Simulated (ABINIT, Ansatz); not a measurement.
# Sr2H6Os (Fm-3m): bands and cutoff in G0W0 with ABINIT

Wanted: a converged G0W0 gap of Sr2H6Os (Fm-3m), or an estimate of the limit.

Calculated with ABINIT 10.8.3; PBEsol and many-body steps on it, plane waves.

## 1. Set-up

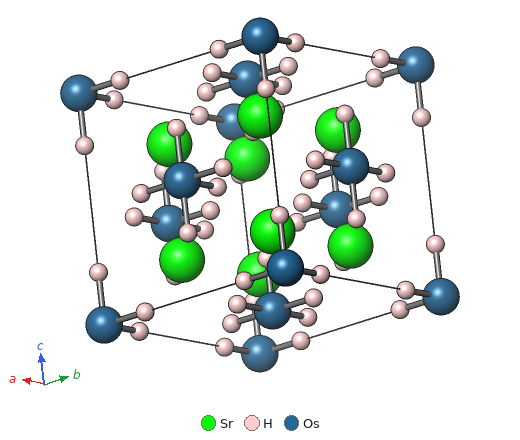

The cell as given, from a free direction (strontium green, hydrogen pink, osmium blue). This picture shows the conventional cell, with its axes. Some periodic images of atoms are drawn too.

Coordinates:

```cif
data_structure
_symmetry_space_group_name_H-M 'Fm-3m'
_symmetry_Int_Tables_number 225
_cell_length_a 7.6246
_cell_length_b 7.6246
_cell_length_c 7.6246
_cell_angle_alpha 90.000
_cell_angle_beta 90.000
_cell_angle_gamma 90.000
_cell_volume 443.24
loop_
_atom_site_label
_atom_site_type_symbol
_atom_site_symmetry_multiplicity
_atom_site_Wyckoff_symbol
_atom_site_fract_x
_atom_site_fract_y
_atom_site_fract_z
_atom_site_occupancy
Sr1 Sr 8 c 0.25000 0.25000 0.75000 1
H1 H 24 e 0.00000 0.00000 0.77385 1
Os1 Os 4 a 0.00000 0.00000 0.00000 1
```

The cell and positions are those that the Materials Project relaxed with its own functionals (PBE, PBE+U or r2SCAN), kept fixed. Spin-orbit coupling is left out unless a step names it.

## 2. Empty states on the mesh, 2×2×2 mesh, 221 bands

This step: ABINIT 10.8.3; DFT, PBEsol, plane waves, norm-conserving pseudopotentials.

The sums over transitions need many empty states on a uniform mesh; this step solves for them.

File run.abi:

```
acell 3*1.0 Angstrom
rprim 
  -0.000000000000 3.812277830000 3.812277830000
  3.812277830000 -0.000000000000 3.812277830000
  3.812277830000 3.812277830000 0.000000000000
ntypat 3
znucl 38 1 76
natom 9
typat 1 1 2 2 2 2 2 2 3
xred 
  0.750000000000 0.750000000000 0.750000000000
  0.250000000000 0.250000000000 0.250000000000
  0.773847590000 0.773847590000 0.226152410000
  0.226152410000 0.773847590000 0.226152410000
  0.773847590000 0.226152410000 0.226152410000
  0.226152410000 0.226152410000 0.773847590000
  0.773847590000 0.226152410000 0.773847590000
  0.226152410000 0.773847590000 0.773847590000
  0.000000000000 0.000000000000 0.000000000000
pp_dirpath "pseudos"
pseudos "Sr.upf, H.upf, Os.upf"
ecut 33
ngkpt 2 2 2
nshiftk 1
shiftk 0 0 0
kptopt 1
chksymbreak 0
iscf -2
irdden 1
istwfk *1
nband 221
nbdbuf 20
tolwfr 1e-09
nstep 60
prtvol 0
indata_prefix "in"
outdata_prefix "out"
tmpdata_prefix "tmp"
```

Started as:

```bash
$ OMP_NUM_THREADS=1 mpirun -n 4 abinit run.abi > log
```

Numbers of over 12 decimals in the logs are rounded to 6 here.

Output:

```text
.Version 10.8.3 of ABINIT. v10.8.2 released Aug 2026.

 Symmetries : space group Fm -3 m (#225); Bravais cF (face-center cubic)
[... echo of the input left out ...]
== DATASET  1 ==================================================================
-   mpi_nproc: 4, omp_nthreads: 1 (-1 if OMP is not activated)
-    --> not optimal distribution: autoparal keyword recommended in input file <--

--- !DatasetInfo
iteration_state: {dtset: 1, }
dimensions: {natom: 9, nkpt: 3, mband: 221, nsppol: 1, nspinor: 1, nspden: 1, mpw: 6855, }
cutoff_energies: {ecut:  33.0, pawecutdg:  -1.0, }
[...]
2.83432    2.85071    2.85071    2.85071    2.87997    2.87997    2.87997    2.93690
   2.93690    2.93938    2.93938    2.93938    2.96486    2.98744    2.98744    2.98744
   2.99904    3.04010    3.04013    3.10122    3.10482
 prteigrs : prtvol=0 or 1, do not print more k-points.

== END DATASET(S) ==============================================================
================================================================================

 -outvars: echo values of variables after computation  --------
            nband         221
             nkpt           3
          spgroup         225
 [... the other variables as echoed above ...]

 Calculation completed.
```

Run time: 61 s. Hardware: 4 MPI ranks of Arm Neoverse V2, shared host; peak memory 0.42 GiB; 4 min of CPU time.

Numbers from this step:

| Quantity | Value |
| --- | --- |
| gap | 2.319 eV |
| k of the valence top | 0, 0, 0 |
| k of the conduction bottom | 0.5, 0.5, 0 |
| least direct gap | 2.383 eV |
| k points computed | 3 |
| lowest point of the top converged band, above the valence top | 70.4247 eV |

On this mesh the gap is 2.319 eV.

The density comes from a self-consistent run that is not shown.

## 3. Screening, 2×2×2 mesh, 43 bands, screening to 62.6 eV

The RPA dielectric matrix is built and inverted for each q.

This step: RPA screening on PBEsol, plane waves, norm-conserving pseudopotentials.

run.abi, as its differences from that of step 2:

```diff
@@ -27,10 +27,11 @@
 chksymbreak 0
-iscf -2
-irdden 1
 istwfk *1
-nband 221
-nbdbuf 20
-tolwfr 1e-09
-nstep 60
-prtvol 0
+occopt 1
+irdwfk 1
+optdriver 3
+nband 43
+ecuteps 2.3
+inclvkb 2
+awtr 1
+symchi 1
 indata_prefix "in"
```

Output:

```text
.Version 10.8.3 of ABINIT. v10.8.2 released Aug 2026.

 Symmetries : space group Fm -3 m (#225); Bravais cF (face-center cubic)
[... echo of the input left out ...]
== DATASET  1 ==================================================================
-   mpi_nproc: 4, omp_nthreads: 1 (-1 if OMP is not activated)

--- !DatasetInfo
iteration_state: {dtset: 1, }
dimensions: {natom: 9, nkpt: 3, mband: 43, nsppol: 1, nspinor: 1, nspden: 1, mpw: 6855, }
cutoff_energies: {ecut:  33.0, pawecutdg:  -1.0, }
electrons: {nelect:   4.20000000E+01, charge:   0.00000000E+00, occopt:   1.00000000E+00, tsmear:   1.00000000E-02, }

 SCREENING: Calculation of the susceptibility and dielectric matrices

 Based on a program developped by R.W. Godby, V. Olevano, G. Onida, and L. Reining.
 Incorporated in ABINIT by V. Olevano, G.-M. Rignanese, and M. Torrent.
.Using double precision arithmetic ; gwpc =  8

[... cell and pseudopotentials left out ...]
--------------------------------------------------------------------------------

 ==== K-mesh for the wavefunctions ====
 Number of points in the irreducible wedge :     3
[... list of points left out ...]
 Together with 48 symmetry operations and time-reversal symmetry
 yields     8 points in the full Brillouin Zone.

 ==== Q-mesh for the screening function ====
 Number of points in the irreducible wedge :     3
[... list of points left out ...]
 Together with 48 symmetry operations and time-reversal symmetry
 yields     8 points in the full Brillouin Zone.

 setmesh: FFT mesh size selected  =    36x   36x   36
          total number of points  =        46656

 vcoul_init : cutoff-mode = AUXILIARY_FUNCTION
 q-points for optical limit:   1
     1)      0.000010    0.000020    0.000030

- screening: taking advantage of time-reversal symmetry
- Maximum band index for partially occupied states nbvw = 21
- Remaining bands to be divided among processors   nbcw = 22
- Number of bands treated by each node ~5

 Number of electrons calculated from density =   42.0000; Expected =   42.0000
 average of density, n =  0.056165
 r_s =    1.6199
 omega_plasma =   22.8607 [eV]

 calculating chi0 at frequencies [eV] :
  1    0.000000E+00    0.000000E+00
  2    0.000000E+00    2.286073E+01

--------------------------------------------------------------------------------
  q-point number  1        q = ( 0.000000, 0.000000, 0.000000) [r.l.u.]
--------------------------------------------------------------------------------
[... chi0 elements left out ...]
 For q-point:  0.000010 0.000020 0.000030
  dielectric constant =   4.3194
  dielectric constant without local fields =   5.1878

  Average fulfillment of the sum rule on Im[epsilon] for q-point    1 :     30.89  [%]
[... wings left out ...]
  q-point number  2        q = ( 0.500000, 0.000000, 0.000000) [r.l.u.]
--------------------------------------------------------------------------------
[... chi0 elements left out ...]
  Average fulfillment of the sum rule on Im[epsilon] for q-point    2 :     44.64  [%]

 [... 1 further q-points ...]
```

The job ended after 5.5 s (4 MPI ranks; peak memory 0.94 GiB; 22 s of CPU time).

This step gave:

```
ε∞ with local fields, on this mesh, along the program's q direction : 4.319
the same without local fields                                       : 5.188
plasma frequency                                                    : 22.86 eV
plane waves in the screening matrix                                 : 137
```

Local fields lower ε∞ by 17 %. On a Γ-centred mesh this coarse the value itself is usually too large, while a short band sum pulls it down.

## 4. 43 bands, 62.6 eV

The self-energy is evaluated for the states that the input lists, and the levels follow from it, in one-shot runs by the linearised quasiparticle equation.

This step: G0W0 on PBEsol, plane waves, norm-conserving pseudopotentials.

run.abi, as its differences from that of step 3:

```diff
@@ -30,8 +30,17 @@
 irdwfk 1
-optdriver 3
+optdriver 4
 nband 43
+gwcalctyp 0
+ecutsigx 33
+symsigma 1
+nkptgw 2
+kptgw 
+  0.0000000000 0.0000000000 0.0000000000
+  0.5000000000 0.5000000000 0.0000000000
+bdgw 
+  19 24
+  20 23
 ecuteps 2.3
-inclvkb 2
-awtr 1
-symchi 1
+irdscr 1
+ppmodel 1
 indata_prefix "in"
```

Output:

```text
.Version 10.8.3 of ABINIT. v10.8.2 released Aug 2026.

 Symmetries : space group Fm -3 m (#225); Bravais cF (face-center cubic)
[... echo of the input left out ...]
== DATASET  1 ==================================================================
-   mpi_nproc: 4, omp_nthreads: 1 (-1 if OMP is not activated)

--- !DatasetInfo
iteration_state: {dtset: 1, }
dimensions: {natom: 9, nkpt: 3, mband: 43, nsppol: 1, nspinor: 1, nspden: 1, mpw: 6855, }
cutoff_energies: {ecut:  33.0, pawecutdg:  -1.0, }
electrons: {nelect:   4.20000000E+01, charge:   0.00000000E+00, occopt:   1.00000000E+00, tsmear:   1.00000000E-02, }

 SIGMA: Calculation of the GW corrections

 Based on a program developped by R.W. Godby, V. Olevano, G. Onida, and L. Reining.
 Incorporated in ABINIT by V. Olevano, G.-M. Rignanese, and M. Torrent.
.Using double precision arithmetic ; gwpc =  8

[... cell and pseudopotentials left out ...]
--------------------------------------------------------------------------------

 ==== K-mesh for the wavefunctions ====
 Number of points in the irreducible wedge :     3
[... list of points left out ...]
 Together with 48 symmetry operations and time-reversal symmetry
 yields     8 points in the full Brillouin Zone.

 ==== Q-mesh for screening function ====
 Number of points in the irreducible wedge :     3
[... list of points left out ...]
 Together with 48 symmetry operations and time-reversal symmetry
 yields     8 points in the full Brillouin Zone.

 vcoul_init : cutoff-mode = AUXILIARY_FUNCTION
 q-points for optical limit:   1
     1)      0.000010    0.000020    0.000030
 setmesh: FFT mesh size selected  =    54x   54x   54
          total number of points  =       157464

 Number of electrons calculated from density =   42.0000; Expected =   42.0000
 average of density, n =  0.056165
 r_s =    1.6199
 omega_plasma =   22.8607 [eV]

 === KS Band Gaps ===
  >>>> For spin  1
   Minimum direct gap =   2.3825 [eV], located at k-point      :   0.5000  0.5000  0.0000
   Fundamental gap    =   2.3194 [eV], Top of valence bands at :   0.0000  0.0000  0.0000
                                       Bottom of conduction at :   0.5000  0.5000  0.0000
 SIGMA fundamental parameters:
 PLASMON POLE MODEL  1
 number of plane-waves for SigmaX                 6855
 number of plane-waves for SigmaC and W            137
 number of plane-waves for wavefunctions          6855
 number of bands                                    43
 number of independent spin polarizations            1
 number of spinorial components                      1
 number of k-points in IBZ                           3
 number of q-points in IBZ                           3
 number of symmetry operations                      48
 number of k-points in BZ                            8
 number of q-points in BZ                            8
 number of frequencies for dSigma/dE                 9
 frequency step for dSigma/dE [eV]                0.25
 number of omega for Sigma on real axis              0
 max omega for Sigma on real axis  [eV]           0.00
 zcut for avoiding poles [eV]                     0.10

 EPSILON^-1 parameters (SCR file):
 dimension of the eps^-1 matrix on file            137
 dimension of the eps^-1 matrix used               137
 number of plane-waves for wavefunctions          6855
 number of bands                                    43
 number of q-points in IBZ                           3
 number of frequencies                               2
 number of real frequencies                          1
 number of imag frequencies                          1

 matrix elements of self-energy operator (all in [eV])

 Perturbative Calculation

--- !SelfEnergy_ee
iteration_state: {dtset: 1, }
kpoint     : [   0.000,    0.000,    0.000, ]
spin       : 1
KS_gap     :    3.883
QP_gap     :    4.876
Delta_QP_KS:    0.992
data: !SigmaeeData |
     Band     E0 <VxcDFT>   SigX SigC(E0)      Z dSigC/dE  Sig(E)    E-E0       E
       19   5.036 -16.892 -19.628   3.687   0.797  -0.255 -16.134   0.757   5.793
       20   5.036 -16.892 -19.628   3.687   0.797  -0.255 -16.134   0.757   5.793
       21   5.036 -16.892 -19.628   3.687   0.797  -0.255 -16.134   0.757   5.793
       22   8.920  -8.754  -4.160  -2.546   0.854  -0.170  -7.005   1.750  10.669
       23   9.060 -12.841  -7.177  -2.808   0.836  -0.196 -10.454   2.387  11.447
       24   9.060 -12.841  -7.177  -2.808   0.836  -0.196 -10.454   2.387  11.447

--- !SelfEnergy_ee
iteration_state: {dtset: 1, }
kpoint     : [   0.500,    0.500,    0.000, ]
spin       : 1
KS_gap     :    2.382
QP_gap     :    3.497
Delta_QP_KS:    1.115
data: !SigmaeeData |
     Band     E0 <VxcDFT>   SigX SigC(E0)      Z dSigC/dE  Sig(E)    E-E0       E
       20   4.973 -16.775 -19.449   3.662   0.796  -0.256 -15.988   0.787   5.760
       21   4.973 -16.775 -19.449   3.662   0.796  -0.256 -15.988   0.787   5.760
       22   7.355 -12.473  -7.761  -2.442   0.838  -0.194 -10.571   1.902   9.257
       23   8.369  -9.944  -4.811  -2.636   0.852  -0.173  -7.816   2.128  10.497

== END DATASET(S) ==============================================================
================================================================================

 -outvars: echo values of variables after computation  --------
           etotal      0.0000000000E+00
            nband          43
             nkpt           3
          spgroup         225
 [... the other variables as echoed above ...]

 Calculation completed.
```

Elapsed: 3.8 s, on 4 MPI ranks; peak memory 0.94 GiB; 15 s of CPU time.

Numbers from this step:

```yaml
g0w0_gap_on_the_points_computed: 3.464 eV
starting_gap_on_the_mesh: 2.319 eV
k_of_the_valence_top: 0, 0, 0
k_of_the_conduction_bottom: 0.5, 0.5, 0
z_at_the_valence_top: 0.797
z_at_the_conduction_bottom: 0.838
least_direct_g0w0_gap_on_the_computed_points: 3.497 eV
```

The gap on the mesh goes from 2.32 eV to 3.46 eV, a correction of +1.14 eV.

## 5. Screening, 2×2×2 mesh, 94 bands, screening to 114.3 eV

This step: RPA screening on PBEsol, plane waves, norm-conserving pseudopotentials.

run.abi, as its differences from that of step 4:

```diff
@@ -30,17 +30,8 @@
 irdwfk 1
-optdriver 4
-nband 43
-gwcalctyp 0
-ecutsigx 33
-symsigma 1
-nkptgw 2
-kptgw 
-  0.0000000000 0.0000000000 0.0000000000
-  0.5000000000 0.5000000000 0.0000000000
-bdgw 
-  19 24
-  20 23
-ecuteps 2.3
-irdscr 1
-ppmodel 1
+optdriver 3
+nband 94
+ecuteps 4.2
+inclvkb 2
+awtr 1
+symchi 1
 indata_prefix "in"
```

Output:

```text
.Version 10.8.3 of ABINIT. v10.8.2 released Aug 2026.

 Symmetries : space group Fm -3 m (#225); Bravais cF (face-center cubic)
[... echo of the input left out ...]
== DATASET  1 ==================================================================
-   mpi_nproc: 4, omp_nthreads: 1 (-1 if OMP is not activated)

--- !DatasetInfo
iteration_state: {dtset: 1, }
dimensions: {natom: 9, nkpt: 3, mband: 94, nsppol: 1, nspinor: 1, nspden: 1, mpw: 6855, }
cutoff_energies: {ecut:  33.0, pawecutdg:  -1.0, }
electrons: {nelect:   4.20000000E+01, charge:   0.00000000E+00, occopt:   1.00000000E+00, tsmear:   1.00000000E-02, }

 SCREENING: Calculation of the susceptibility and dielectric matrices

 Based on a program developped by R.W. Godby, V. Olevano, G. Onida, and L. Reining.
 Incorporated in ABINIT by V. Olevano, G.-M. Rignanese, and M. Torrent.
.Using double precision arithmetic ; gwpc =  8

[... cell and pseudopotentials left out ...]
--------------------------------------------------------------------------------

 ==== K-mesh for the wavefunctions ====
 Number of points in the irreducible wedge :     3
[... list of points left out ...]
 Together with 48 symmetry operations and time-reversal symmetry
 yields     8 points in the full Brillouin Zone.

 ==== Q-mesh for the screening function ====
 Number of points in the irreducible wedge :     3
[... list of points left out ...]
 Together with 48 symmetry operations and time-reversal symmetry
 yields     8 points in the full Brillouin Zone.

 setmesh: FFT mesh size selected  =    36x   36x   36
          total number of points  =        46656

 vcoul_init : cutoff-mode = AUXILIARY_FUNCTION
 q-points for optical limit:   1
     1)      0.000010    0.000020    0.000030

- screening: taking advantage of time-reversal symmetry
- Maximum band index for partially occupied states nbvw = 21
- Remaining bands to be divided among processors   nbcw = 73
- Number of bands treated by each node ~18

 Number of electrons calculated from density =   42.0000; Expected =   42.0000
 average of density, n =  0.056165
 r_s =    1.6199
 omega_plasma =   22.8607 [eV]

 calculating chi0 at frequencies [eV] :
  1    0.000000E+00    0.000000E+00
  2    0.000000E+00    2.286073E+01

--------------------------------------------------------------------------------
  q-point number  1        q = ( 0.000000, 0.000000, 0.000000) [r.l.u.]
--------------------------------------------------------------------------------
[... chi0 elements left out ...]
 For q-point:  0.000010 0.000020 0.000030
  dielectric constant =   4.3485
  dielectric constant without local fields =   5.3294

  Average fulfillment of the sum rule on Im[epsilon] for q-point    1 :     61.96  [%]
[... wings left out ...]
  q-point number  2        q = ( 0.500000, 0.000000, 0.000000) [r.l.u.]
--------------------------------------------------------------------------------
[... chi0 elements left out ...]
  Average fulfillment of the sum rule on Im[epsilon] for q-point    2 :     70.52  [%]

 [... 1 further q-points ...]
```

The job ended after 12 s (4 MPI ranks; peak memory 1.2 GiB; 48 s of CPU time).

Numbers from this step:

```
ε∞ with local fields, on this mesh, along the program's q direction : 4.348
the same without local fields                                       : 5.329
plasma frequency                                                    : 22.86 eV
plane waves in the screening matrix                                 : 331
```

(Part 1 of 2 ends here.)

[Paths, hosts, dates, memory and timing lines, banners, echoed tables and standing remarks are left out of the program output.]

[Logs are printed without paths, hosts, clocks, repeated set-up lines and the standing remarks that a program may print on its own settings, such as how far it seeks lower states.]

[Runs of the session that timed out or met a known fault of the program may be left out.]

[Hosts, paths, dates, database ids (printed as entryN), source tags and the programs' standing remarks are cut or masked in the printed files.]

[G0W0 gaps are taken among the corrected bands and points alone; a level outside them can change the order at an edge.]

[Where Ansatz stands beside ABINIT at settings called matched, ABINIT's density can come from a denser mesh and the files from another edition; pairs whose starting gaps differed by over 0.03 eV were left out, so agreement reads better than it is.]
